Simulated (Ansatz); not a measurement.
# CCSD(T)/aug-cc-pVDZ (sfX2C, density fitting with cc-pVTZ-jkfit, def2-SVP-rifit for correlation) run of CN− (cyanide)

What is the adiabatic ionisation energy of CN− (cyanide) at CCSD(T)/aug-cc-pVDZ (sfX2C, density fitting with cc-pVTZ-jkfit, def2-SVP-rifit for correlation)? 

The calculation is run with Ansatz 0.2.0.

4 further runs of the same task are left out: 1 that didn't finish, 3 set aside as unsound or not needed.

**1. The system as given**

CN− has 2 atoms, charge -1, and is taken as a singlet. As SMILES, `[C-]#N`. The shape is that of a PBE0-D4/def2-TZVPD optimisation. The run starts from this shape.

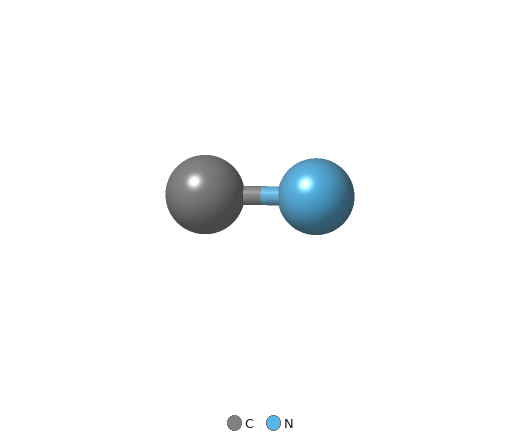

Viewed from a chosen angle; carbon grey, nitrogen blue.

**2. A structure relaxation at CCSD(T)/aug-cc-pVDZ (sfX2C, density fitting with cc-pVTZ-jkfit, def2-SVP-rifit for correlation)**

The input, job.yaml:

```yaml
basis:
  gaussian:
    orbitals: aug-cc-pVDZ
    fitting: {mean_field: cc-pVTZ-jkfit, correlation: def2-SVP-rifit.json}
crystal:
  periodic: [false, false, false]
  atoms:
    - {symbol: C, position_ang: [0.499700, -0.161700, 0.257300]}
    - {symbol: "N", position_ang: [-0.499700, 0.161700, -0.257300]}
correlation: {method: ccsd_t}
total_charge: -1
output: {orbitals: {seedname: orbitals}}
hamiltonian: {pseudopotentials: {relativity: scalar}}
relax: {max_steps: 60}
```

On the command line:

```bash
$ ansatz run job.yaml --threads 1 --pin off --max-ram 2610MiB --events-out events.jsonl --progress --plain --runs-dir runs
```

The log of the run:

```text
Warning: RAYON_NUM_THREADS=1 ignored (pool sized by the plan → 1); use --threads N
The last accepted step is kept in runs//last_step.txt (removed where the run ends without a failure and the disk answers)
[... 11 lines left out ...]
2 core orbitals not correlated: weight in the atoms' cores, before any rotation towards them, 1.000 or more for the frozen orbitals, at most 0.000 for the correlated occupied ones
[... 20 lines left out ...]
2 core orbitals not correlated: weight in the atoms' cores, before any rotation towards them, 1.000 or more for the frozen orbitals, at most 0.000 for the correlated occupied ones
[... 19 lines left out ...]
2 core orbitals not correlated: weight in the atoms' cores, before any rotation towards them, 1.000 or more for the frozen orbitals, at most 0.000 for the correlated occupied ones
[... 19 lines left out ...]
2 core orbitals not correlated: weight in the atoms' cores, before any rotation towards them, 1.000 or more for the frozen orbitals, at most 0.000 for the correlated occupied ones
[... 14 lines left out ...]
Total energy: -2522.03898234 eV, -92.6832231016 hartree
[... 3 lines left out ...]
Dipole moment:    -0.114633     0.037095    -0.059026 e Å
```

It took 2.9 s on 1 thread of Intel Xeon Platinum 8488C (Sapphire Rapids), shared host.

Step by step:

| step | energy from the first frame kept (eV) | largest force (eV/Å) |
| --- | --- | --- |
| 1 | 0.0000 | 3.4293 |
| 2 | -0.0528 | 0.1243 |
| 3 | -0.0529 | 0.0084 |

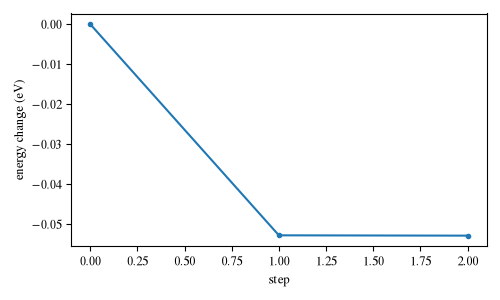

Energy along the run.

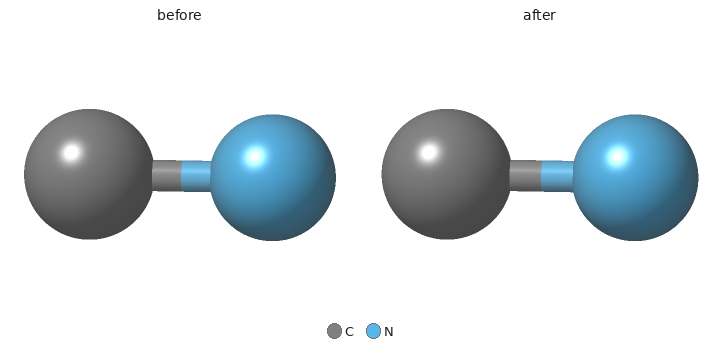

Before and after, at one scale.

After the run. Bond lengths: C1–N2 1.202 Å.

**3. Doublet neutral CN**

job.yaml, as its differences from that of step 2:

```diff
@@ -10,3 +10,3 @@
 correlation: {method: ccsd_t}
-total_charge: -1
+magnetization: {spin_polarized: true, initial_magnetization: 1}
 output: {orbitals: {seedname: orbitals}}
```

On the command line:

```bash
$ ansatz run job.yaml --threads 1 --pin off --max-ram 2610MiB --events-out events.jsonl --progress --plain --runs-dir runs
```

The log of the run:

```text
Warning: RAYON_NUM_THREADS=1 ignored (pool sized by the plan → 1); use --threads N
[... 1 set-up line as earlier in the session ...]
[... 32 lines left out ...]
WARN: the results are in doubt because the forces depend on a large response of the orbitals (multiplier 0.014) and may be wrong
[... 28 lines left out ...]
WARN: the results are in doubt because the forces depend on a large response of the orbitals (multiplier 0.014) and may be wrong
[... 28 lines left out ...]
WARN: the results are in doubt because the forces depend on a large response of the orbitals (multiplier 0.014) and may be wrong
[... 24 lines left out ...]
WARN: the results are in doubt because the forces depend on a large response of the orbitals (multiplier 0.014) and may be wrong
[... 4 lines left out ...]
Dipole moment:     0.246084    -0.079631     0.126711 e Å
In doubt: the forces depend on a large response of the orbitals (multiplier 0.014) and may be wrong
```

It took 15 s on 1 thread of Intel Xeon Platinum 8488C (Sapphire Rapids), shared host.

Step by step:

| step | energy from the first frame kept (eV) | largest force (eV/Å) |
| --- | --- | --- |
| 1 | 0.0000 | 2.2879 |
| 2 | -0.0233 | 0.0390 |
| 3 | -0.0233 | 0.0017 |

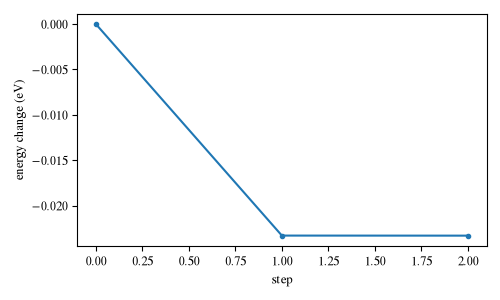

Energy along the run.

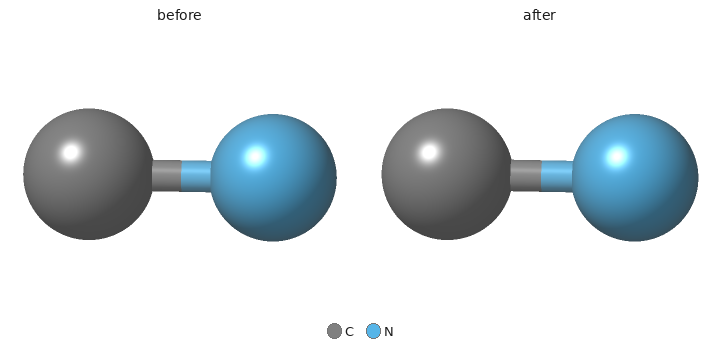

Before and after, at one scale.

After the run. Bond lengths: C1–N2 1.191 Å.

**4. What came out**

At CCSD(T)/aug-cc-pVDZ (sfX2C, density fitting with cc-pVTZ-jkfit, def2-SVP-rifit for correlation), 2 core orbitals frozen:

| quantity | value |
| --- | --- |
| singlet CN−: total energy at the end | -92.68322 Eh |
| singlet CN−: HOMO energy (Hartree–Fock orbitals) | -5.09 eV |
| singlet CN−: LUMO energy (Hartree–Fock orbitals) | 6.36 eV |
| singlet CN−: HOMO–LUMO gap (to an unbound level, set by the basis) | 11.45 eV |
| singlet CN−: correlation energy (2 core orbitals frozen) | -320.4 mEh |
| singlet CN−: bond length | 1.202 Å |
| singlet CN−: (T) correction | -15.59 mEh |
| singlet CN−: T1 diagnostic | 0.019 |
| doublet neutral CN: total energy at the end | -92.54546 Eh |
| doublet neutral CN: dipole moment (correlated density) | 1.38 D |
| doublet neutral CN: HOMO energy (Hartree–Fock orbitals) (highest over α and β) | -14.05 eV |
| doublet neutral CN: LUMO energy (Hartree–Fock orbitals) (lowest over α and β) | -1.04 eV |
| doublet neutral CN: correlation energy (2 core orbitals frozen) | -287.9 mEh |
| doublet neutral CN: bond length | 1.191 Å |
| doublet neutral CN: (T) correction | -14.27 mEh |
| doublet neutral CN: ⟨S²⟩ of the reference determinant | 1.225 |
| doublet neutral CN: T1 diagnostic | 0.096 |
| adiabatic ionisation energy (to the doublet neutral, no zero-point term) | 3.749 eV |

In words: The adiabatic ionisation energy (to the doublet neutral, no zero-point term) is 3.75 eV (362 kJ/mol). The optimisation (singlet CN−) took 2 steps and changed the energy by -0.053 eV. The triples (singlet CN−) make up 4.9 % of the correlation energy. ⟨S²⟩ (doublet neutral CN) is 1.22 where a pure doublet has 0.75: the reference is spin-contaminated. The T1 diagnostic (doublet neutral CN) of 0.096 is above the customary mark for such species, so a single reference may not serve. The optimisation (doublet neutral CN) took 2 steps and changed the energy by -0.023 eV.
